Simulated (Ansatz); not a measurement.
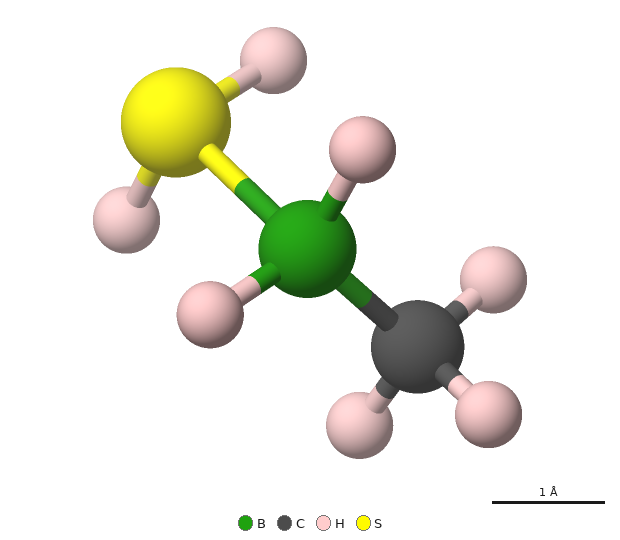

Computed geometry: PBE0-D4/def2-TZVP optimisation.

Give the formula.

CH₇BS, 10 atoms: 1 carbon, 7 hydrogen, 1 boron and 1 sulfur.

How many bonds of each kind are drawn?

3 C–H, 2 B–H, 2 S–H, 1 C–B, 1 B–S. Sticks follow a distance rule.

Give the symmetry (Schoenflies symbol).

Cs.

How many atoms are distinct by symmetry?

7: 1 B, 1 C, 2 H, 2 H, 1 S, 1 H, 2 H.

The parts below concern this one geometry. Atoms keep their numbers from picture to picture.

## Geometry

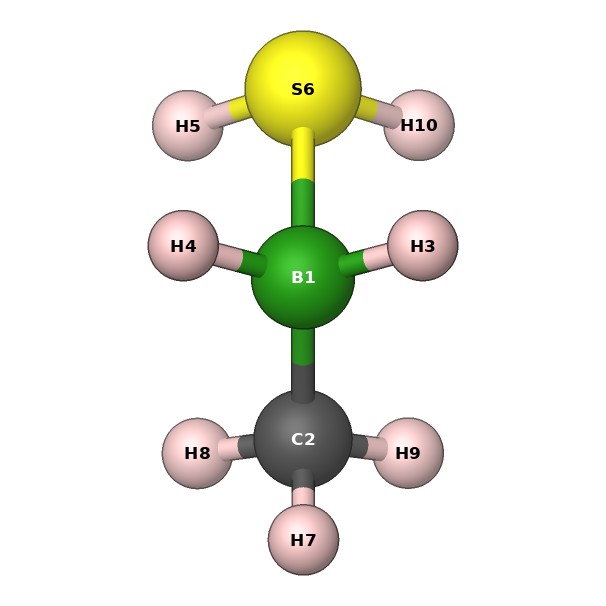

Numbered structure.

List the bonds and their lengths.

```csv
bond,length (Å)
B1–C2,1.595
B1–H3,1.213
B1–H4,1.213
B1–S6,2.005
C2–H7,1.095
C2–H8,1.096
C2–H9,1.096
H5–S6,1.347
S6–H10,1.347
```

## Electronic properties

Method: RKS PBE0-D4/def2-TZVP (Ansatz 0.2.0).

What does the calculation give?

- dipole moment: 3.51 D
- dispersion correction: −13.0 kJ/mol

## Vibrations

Harmonic vibrations computed with RKS PBE0-D4/def2-TZVP (Ansatz 0.2.0) at a stationary point of the same level.

List the wavenumbers.

24 modes: 202, 228, 232, 374, 454, 600, 666, 807, 955, 956, 1054, 1084, 1168, 1218, 1325, 1467, 1467, 2467, 2504, 2676, 2688, 3020, 3085, 3092 cm⁻¹.

## Charges

The questions are on Mulliken charges. Method: RKS PBE0-D4/def2-TZVP (Ansatz 0.2.0).

Which atom carries the highest charge (most positive or least negative)?

H5, H10 (0.19 e).

And the lowest?

C2 (−0.43 e).

Give the Mulliken charges atom by atom.

```json
{"atom": "B1", "value (e)": "−0.22"}
{"atom": "C2", "value (e)": "−0.43"}
{"atom": "H3", "value (e)": "0.00"}
{"atom": "H4", "value (e)": "0.00"}
{"atom": "H5", "value (e)": "0.19"}
{"atom": "S6", "value (e)": "−0.04"}
{"atom": "H7", "value (e)": "0.13"}
{"atom": "H8", "value (e)": "0.10"}
{"atom": "H9", "value (e)": "0.10"}
{"atom": "H10", "value (e)": "0.19"}
```

Mulliken values depend strongly on the basis set and can even reverse the polarity of a bond.
